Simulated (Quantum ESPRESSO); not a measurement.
# MnCO3 (Rhodochrosite): parallel and opposed starts, part 2 of 3

A self-consistent run ends on one state, which hangs on the start. Several orders of MnCO3 (Rhodochrosite) are started in Quantum ESPRESSO and their energies compared.

Quantum ESPRESSO 7.5; PBEsol with U = 4 eV on Mn d (ortho-atomic projectors); plane waves with GBRV 1.5 PBEsol potentials, no spin-orbit coupling.

So far: Starting point; Run 1 (ferro ++).

### Step 3. Run 2, typed as antiferro +−

The input, pw.in:

```
&CONTROL
  calculation = 'scf'
  prefix = 'pwscf'
  outdir = './tmp'
  pseudo_dir = './pseudo'
  disk_io = 'nowf'
/
&SYSTEM
  ibrav = 0
  nat = 10
  ntyp = 4
  ecutwfc = 40
  ecutrho = 280
  nbnd = 50
  occupations = 'smearing'
  smearing = 'fd'
  degauss = 0.00367493
  nspin = 2
  starting_magnetization(1) = 0.3
  starting_magnetization(2) = -0.3
  starting_magnetization(3) = 0
  starting_magnetization(4) = 0
/
&ELECTRONS
  conv_thr = 2d-08
  electron_maxstep = 150
  mixing_beta = 0.3
/
ATOMIC_SPECIES
Mn1    54.9380 mn_pbesol_v1.5.uspp.F.UPF
Mn2    54.9380 mn_pbesol_v1.5.uspp.F.UPF
C      12.0110 c_pbesol_v1.2.uspp.F.UPF
O      15.9990 o_pbesol_v1.2.uspp.F.UPF
CELL_PARAMETERS angstrom
   2.3865000000    1.3778464174    5.2140000000
  -2.3865000000    1.3778464174    5.2140000000
   0.0000000000   -2.7556928348    5.2140000000
ATOMIC_POSITIONS crystal
Mn1     0.0000000000    0.0000000000    0.0000000000
Mn2     0.5000000000    0.5000000000    0.5000000000
C       0.2500000000    0.2500000000    0.2500000000
C       0.7500000000    0.7500000000    0.7500000000
O       0.5195000000    0.9805000000    0.2500000000
O       0.2500000000    0.5195000000    0.9805000000
O       0.9805000000    0.2500000000    0.5195000000
O       0.4805000000    0.0195000000    0.7500000000
O       0.7500000000    0.4805000000    0.0195000000
O       0.0195000000    0.7500000000    0.4805000000
K_POINTS automatic
6 6 6 0 0 0
HUBBARD {ortho-atomic}
U Mn1-3d 4.0000
U Mn2-3d 4.0000
```

Command:

```
OMP_NUM_THREADS=1 mpirun -n 4 pw.x -nk 4 -in pw.in > pw.out
```

The log of the run:

```text
[banner, memory and clock lines left out]
Program PWSCF v.7.5 starts

     Message from routine setup:
     using ibrav=0 with symmetry is DISCOURAGED, use correct ibrav instead

     bravais-lattice index     =            0
     lattice parameter (alat)  =      11.1445  a.u.
     unit-cell volume          =     694.1944 (a.u.)^3
     number of atoms/cell      =           10
     number of atomic types    =            4
     number of electrons       =        74.00
     number of Kohn-Sham states=           50
     kinetic-energy cutoff     =      40.0000  Ry
     charge density cutoff     =     280.0000  Ry
     scf convergence threshold =      2.0E-08
     mixing beta               =       0.3000
     number of iterations used =            8  plain     mixing
     Exchange-correlation= SLA  PW   PSX  PSC
                           (   1   4  10   8   0   0   0)
     Hubbard projectors: ortho-atomic
     Hubbard parameters of DFT+U (Dudarev formulation) in eV:
     U(Mn1-3d) =  4.0000
     U(Mn2-3d) =  4.0000

     Internal variables: lda_plus_u =T, lda_plus_u_kind = 0

     Internal variables: orbital_resolved =F, hub_pot_fix =F, apply_U = F

     celldm(1)=  11.144521  celldm(2)=   0.000000  celldm(3)=   0.000000
     celldm(4)=   0.000000  celldm(5)=   0.000000  celldm(6)=   0.000000

     crystal axes: (cart. coord. in units of alat)
               a(1) = (   0.404668   0.233635   0.884114 )
               a(2) = (  -0.404668   0.233635   0.884114 )
               a(3) = (   0.000000  -0.467270   0.884114 )

     reciprocal axes: (cart. coord. in units 2 pi/alat)
               b(1) = (  1.235581  0.713363  0.377025 )
               b(2) = ( -1.235581  0.713363  0.377025 )
               b(3) = (  0.000000 -1.426726  0.377025 )

     PseudoPot. # 1 for Mn read from file:
     mn_pbesol_v1.5.uspp.F.UPF
     Pseudo is Ultrasoft + core correction, Zval = 15.0

     PseudoPot. # 2 for Mn read from file:
     mn_pbesol_v1.5.uspp.F.UPF
     Pseudo is Ultrasoft + core correction, Zval = 15.0

     PseudoPot. # 3 for C  read from file:
     c_pbesol_v1.2.uspp.F.UPF
     Pseudo is Ultrasoft + core correction, Zval =  4.0

     PseudoPot. # 4 for O  read from file:
     o_pbesol_v1.2.uspp.F.UPF
     Pseudo is Ultrasoft + core correction, Zval =  6.0

     atomic species   valence    mass     pseudopotential
     Mn1              15.00    54.93800     Mn( 1.00)
     Mn2              15.00    54.93800     Mn( 1.00)
     C                 4.00    12.01100     C ( 1.00)
     O                 6.00    15.99900     O ( 1.00)

     Starting magnetic structure
     atomic species   magnetization
     Mn1             0.300
     Mn2            -0.300
     C               0.000
     O               0.000

      6 Sym. Ops., with inversion, found

   Cartesian axes

     site n.     atom                  positions (alat units)
         1        Mn1    tau(   1) = (   0.0000000   0.0000000   0.0000000  )
         2        Mn2    tau(   2) = (   0.0000000   0.0000000   1.3261717  )
         3        C      tau(   3) = (   0.0000000   0.0000000   0.6630858  )
         4        C      tau(   4) = (  -0.0000000   0.0000000   1.9892575  )
         5        O      tau(   5) = (  -0.1865520   0.2336352   1.5472003  )
         6        O      tau(   6) = (  -0.1090580  -0.2783763   1.5472003  )
         7        O      tau(   7) = (   0.2956100   0.0447411   1.5472003  )
         8        O      tau(   8) = (   0.1865520  -0.2336352   1.1051431  )
         9        O      tau(   9) = (   0.1090580   0.2783763   1.1051431  )
        10        O      tau(  10) = (  -0.2956100  -0.0447411   1.1051431  )

     number of k points=    40  Fermi-Dirac smearing, width (Ry)=  0.0037
                       cart. coord. in units 2pi/alat
        k(    1) = (   0.0000000   0.0000000   0.0000000), wk =   0.0046296
        k(    2) = (   0.0000000  -0.2377876   0.0628375), wk =   0.0277778
        k(    3) = (   0.0000000  -0.4755752   0.1256750), wk =   0.0277778
        k(    4) = (   0.0000000   0.7133628  -0.1885125), wk =   0.0138889
        k(    5) = (  -0.2059301  -0.1188938   0.1256750), wk =   0.0277778
        [... 35 further k-points ...]

     Dense  grid:    54851 G-vectors     FFT dimensions: (  60,  60,  60)

     Smooth grid:    23739 G-vectors     FFT dimensions: (  45,  45,  45)

     Check: negative core charge=   -0.000031
     Generating pointlists ...
     new r_m :   0.1534 (alat units)  1.7092 (a.u.) for type    1
     new r_m :   0.1534 (alat units)  1.7092 (a.u.) for type    2
     new r_m :   0.0900 (alat units)  1.0027 (a.u.) for type    3
     new r_m :   0.0900 (alat units)  1.0027 (a.u.) for type    4

     Initial potential from superposition of free atoms

     starting charge      72.9998, renormalised to      74.0000

     STARTING HUBBARD OCCUPATIONS:

     =================== HUBBARD OCCUPATIONS ===================
     ------------------------ ATOM    1 ------------------------
     Tr[ns(  1)] (up, down, total) =   5.00000  0.00000  5.00000
     Atomic magnetic moment for atom   1 =   5.00000
     [... lines left out ...]
     ------------------------ ATOM    2 ------------------------
     Tr[ns(  2)] (up, down, total) =   0.00000  5.00000  5.00000
     Atomic magnetic moment for atom   2 =  -5.00000
     [... lines left out ...]
     Number of occupied Hubbard levels =   10.0000

     Atomic wfc used for Hubbard projectors are orthogonalized

     Starting wfcs are   58 randomized atomic wfcs

     Self-consistent Calculation

     iteration #  1     ecut=    40.00 Ry     beta= 0.30
     Davidson diagonalization with overlap
     ethr =  1.00E-02,  avg # of iterations =  3.1

     =================== HUBBARD OCCUPATIONS ===================
     ------------------------ ATOM    1 ------------------------
     Tr[ns(  1)] (up, down, total) =   4.95749  0.13231  5.08979
     Atomic magnetic moment for atom   1 =   4.82518
     [... lines left out ...]
     ------------------------ ATOM    2 ------------------------
     Tr[ns(  2)] (up, down, total) =   0.13231  4.95749  5.08980
     Atomic magnetic moment for atom   2 =  -4.82518
     [... lines left out ...]
     Number of occupied Hubbard levels =   10.1796

     total energy              =    -638.39836229 Ry
     estimated scf accuracy    <       1.20831250 Ry

     total magnetization       =     0.00 Bohr mag/cell
     absolute magnetization    =     9.75 Bohr mag/cell

     iteration #  2     ecut=    40.00 Ry     beta= 0.30
     Davidson diagonalization with overlap
     ethr =  1.63E-03,  avg # of iterations =  2.0

     total energy              =    -638.55958437 Ry
     estimated scf accuracy    <       0.10406831 Ry

     total magnetization       =     0.00 Bohr mag/cell
     absolute magnetization    =     9.71 Bohr mag/cell

     [... further iterations left out ...]

     iteration # 10     ecut=    40.00 Ry     beta= 0.30
     Davidson diagonalization with overlap
     ethr =  1.26E-09,  avg # of iterations =  2.0

     negative rho (up, down):  4.034E-04 4.034E-04

     total energy              =    -638.57685856 Ry
     estimated scf accuracy    <       0.00000015 Ry

     total magnetization       =     0.00 Bohr mag/cell
     absolute magnetization    =     9.74 Bohr mag/cell

     iteration # 11     ecut=    40.00 Ry     beta= 0.30
     Davidson diagonalization with overlap
     ethr =  2.00E-10,  avg # of iterations =  2.0

     negative rho (up, down):  4.033E-04 4.033E-04

     Magnetic moment per site  (integrated on atomic sphere of radius R)
     atom   1 (R=0.153)  charge= 12.4847  magn=  4.2754
     atom   2 (R=0.153)  charge= 12.4847  magn= -4.2754
     atom   3 (R=0.090)  charge=  1.3002  magn= -0.0000
     atom   4 (R=0.090)  charge=  1.3002  magn= -0.0000
     atom   5 (R=0.090)  charge=  3.3024  magn=  0.0000
     atom   6 (R=0.090)  charge=  3.3024  magn=  0.0000
     atom   7 (R=0.090)  charge=  3.3024  magn=  0.0000
     atom   8 (R=0.090)  charge=  3.3024  magn=  0.0000
     atom   9 (R=0.090)  charge=  3.3024  magn=  0.0000
     atom  10 (R=0.090)  charge=  3.3024  magn=  0.0000

     End of self-consistent calculation

     =================== HUBBARD OCCUPATIONS ===================
     ------------------------ ATOM    1 ------------------------
     Tr[ns(  1)] (up, down, total) =   4.97609  0.21350  5.18959
     Atomic magnetic moment for atom   1 =   4.76259
     [... lines left out ...]
     ------------------------ ATOM    2 ------------------------
     Tr[ns(  2)] (up, down, total) =   0.21350  4.97609  5.18959
     Atomic magnetic moment for atom   2 =  -4.76259
     [... lines left out ...]
     Number of occupied Hubbard levels =   10.3792

     [... lines left out ...]
     the Fermi energy is     8.9249 ev

!    total energy              =    -638.57685871 Ry
     estimated scf accuracy    <       0.00000002 Ry
     smearing contrib. (-TS)   =       0.00000000 Ry
     internal energy E=F+TS    =    -638.57685871 Ry

     The total energy is F=E-TS. E is the sum of the following terms:
     one-electron contribution =    -328.45383013 Ry
     hartree contribution      =     199.18588215 Ry
     xc contribution           =    -103.67018261 Ry
     ewald contribution        =    -405.70434535 Ry
     Hubbard energy            =       0.06561723 Ry

     total magnetization       =    -0.00 Bohr mag/cell
     absolute magnetization    =     9.74 Bohr mag/cell

     convergence has been achieved in  11 iterations
```

Elapsed: 80 s, on 4 MPI ranks of Arm Neoverse V2, shared host; peak memory 0.72 GiB; 5.3 min of CPU time.

Spin moment in the atom's sphere by atom:

```csv
atom,spin moment in the atom's sphere (μB)
Mn1,4.28
Mn2,-4.28
C3,0.00
C4,0.00
O5,0.00
O6,0.00
O7,0.00
O8,0.00
O9,0.00
O10,0.00
```

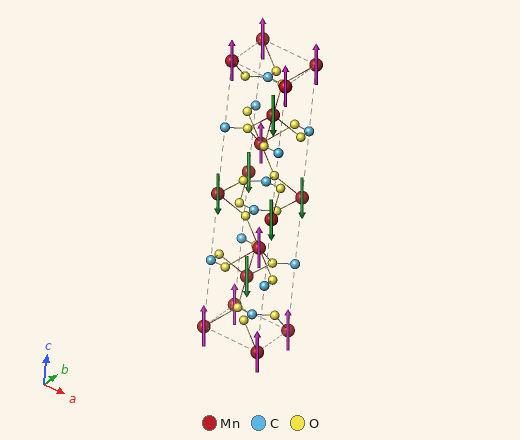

Spin moment in the atom's sphere as arrows, the longest 4.28 μB. Up and down stand for the sign. Arrows give size and sign along the axis of quantisation, drawn up and down the page. The two directions have two colours. Bonds to atoms that aren't drawn are left out. Some periodic images of atoms are drawn too.

Numbers from this step:

```yaml
smearing_term_ts: 0 eV
magnetization: 0 μB
absolute_magnetization: 9.74 μB
final_state: antiferromagnetic
```

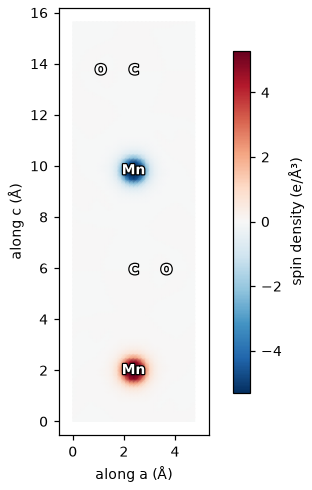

Spin density in the ac plane of the conventional cell at fractional y = 0.000, with atoms of Mn and C and O within 0.2 Å of it. The map starts off the cell's origin, so that atoms lie inside it.

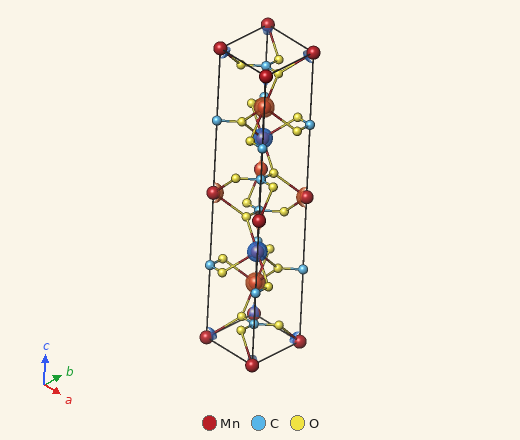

Surfaces of spin density = ±1.9 e/Å³, which hold about 50 % of the integral of its size. The two colours are the two signs. Bonds to atoms that aren't drawn are left out.

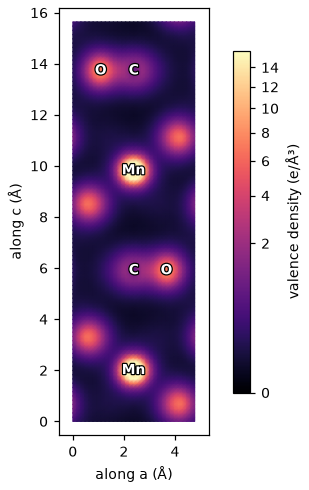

Valence density in the ac plane of the conventional cell at fractional y = 0.000, with atoms of Mn and C and O within 0.2 Å of it. It is the smooth field of the valence electrons, not physical close to the nuclei. The map starts off the cell's origin, so that atoms lie inside it. The colour scale is stretched toward low values.

### Step 4. Ranking

An order is kept where moments of 0.15 μB or more survive with the typed signs; meshes match where a doubled cell samples the same k points as the first cell.

Orders:

```csv
start,final state,typed order kept,energy over the lowest (meV a seeded atom),largest site moment (μB),net moment (μB a cell of the first run),mesh matched,CPU time (s)
ferro ++,ferromagnetic,yes,12.04,4.283,10,yes,271.8
antiferro +-,antiferromagnetic,yes,0,4.275,0,yes,317.9
```

### Step 5. The lowest state again, with its states saved

pw.in, as its differences from that of step 3:

```diff
@@ -5,3 +5,3 @@
   pseudo_dir = './pseudo'
-  disk_io = 'nowf'
+  disk_io = 'low'
 /
@@ -9,2 +9,3 @@
   ibrav = 0
+  celldm(1) = 8
   nat = 10
@@ -13,3 +14,3 @@
   ecutrho = 280
-  nbnd = 50
+  nbnd = 54
   occupations = 'smearing'
@@ -33,6 +34,6 @@
 O      15.9990 o_pbesol_v1.2.uspp.F.UPF
-CELL_PARAMETERS angstrom
-   2.3865000000    1.3778464174    5.2140000000
-  -2.3865000000    1.3778464174    5.2140000000
-   0.0000000000   -2.7556928348    5.2140000000
+CELL_PARAMETERS alat
+   0.5637289245524    0.3254690463354    1.2316290017248
+  -0.5637289245524    0.3254690463354    1.2316290017248
+   0.0000000000000   -0.6509380926707    1.2316290017248
 ATOMIC_POSITIONS crystal
```

The log of the run:

```text
     [... lines left out ...]
Program PWSCF v.7.5 starts
     [... lines left out ...]
     number of atoms/cell      =           10
     [... lines left out ...]
     number of electrons       =        74.00
     number of Kohn-Sham states=           54
     kinetic-energy cutoff     =      40.0000  Ry
     charge density cutoff     =     280.0000  Ry
     scf convergence threshold =      2.0E-08
     [... lines left out ...]
      6 Sym. Ops., with inversion, found
     [... lines left out ...]
     number of k points=    40  Fermi-Dirac smearing, width (Ry)=  0.0037
     [... lines left out ...]
     iteration # 10     ecut=    40.00 Ry     beta= 0.30
     [... lines left out ...]
     Magnetic moment per site  (integrated on atomic sphere of radius R)
     atom   1 (R=0.214)  charge= 12.4847  magn=  4.2754
     atom   2 (R=0.214)  charge= 12.4847  magn= -4.2754
     atom   3 (R=0.125)  charge=  1.3002  magn=  0.0000
     atom   4 (R=0.125)  charge=  1.3002  magn=  0.0000
     atom   5 (R=0.125)  charge=  3.3024  magn=  0.0000
     atom   6 (R=0.125)  charge=  3.3024  magn=  0.0000
     atom   7 (R=0.125)  charge=  3.3024  magn=  0.0000
     atom   8 (R=0.125)  charge=  3.3024  magn=  0.0000
     atom   9 (R=0.125)  charge=  3.3024  magn=  0.0000
     atom  10 (R=0.125)  charge=  3.3024  magn=  0.0000
     [... lines left out ...]
     Tr[ns(  1)] (up, down, total) =   4.97609  0.21350  5.18960
     [... lines left out ...]
     Tr[ns(  2)] (up, down, total) =   0.21350  4.97609  5.18960
     [... lines left out ...]
     the Fermi energy is     9.6883 ev
!    total energy              =    -638.57685871 Ry
     estimated scf accuracy    <       0.00000002 Ry
     smearing contrib. (-TS)   =      -0.00000000 Ry
     [... lines left out ...]
     total magnetization       =     0.00 Bohr mag/cell
     absolute magnetization    =     9.74 Bohr mag/cell
     convergence has been achieved in  10 iterations
```

The job ended after 79 s (4 MPI ranks; peak memory 0.84 GiB).

This step gave:

```yaml
smearing_term_ts: 1.73e-13 eV
magnetization: 0 μB
absolute_magnetization: 9.74 μB
final_state: antiferromagnetic
largest_moment: 4.275 μB
```

(Continued in part 3 of 3.)

[Logs and program files are shortened in this print: banners, set-up blocks, solver, clock and traceback lines can be left out without a mark of their own.]

[Logs are printed without paths, hosts, clocks, repeated set-up lines and the standing remarks that a program may print on its own settings, such as how far it seeks lower states.]

[Hosts, paths, dates, database ids (printed as entryN), source tags and the programs' standing remarks are cut or masked in the printed files.]

[Where a cell is said to come from a database of computed structures, the database is the Materials Project.]
